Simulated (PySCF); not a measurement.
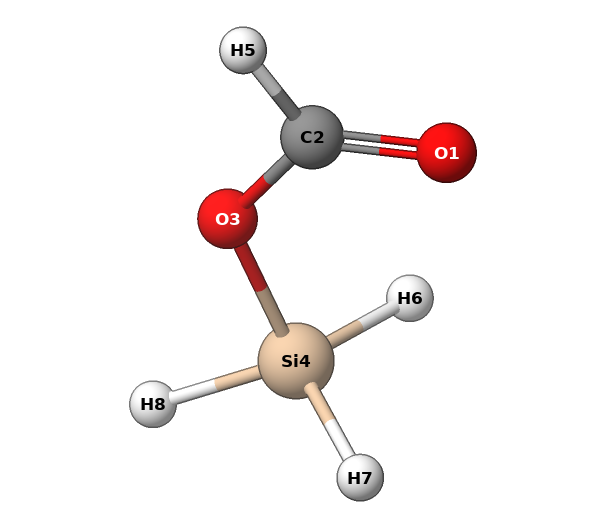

The computed structure is the end point of a GFN2-xTB optimisation. No frequency run is at hand to confirm it as a minimum. Electric field gradients from the ground-state density, PBE0/pcSseg-1 (PySCF 2.14.0), non-relativistic apart from any core potentials.

Give the largest field-gradient component, the quadrupole coupling constant and the asymmetry for 17O at O1 (Q = −25.6 mb), 17O at O3 (Q = −25.6 mb), 2H at H5 (Q = 2.86 mb), 2H at H6 (Q = 2.86 mb).

```
atom  V_zz (a.u.)  e²qQ/h (MHz)     η
  O1       −1.599          9.62  0.33
  O3        1.318         −7.93  0.19
  H5        0.273         0.183  0.02
  H6        0.162         0.109  0.05
```

The geometry is semi-empirical. Around Si such bond lengths and angles can be off by a tenth of an ångström or more and by several degrees, and values that hang on the shape move with them.
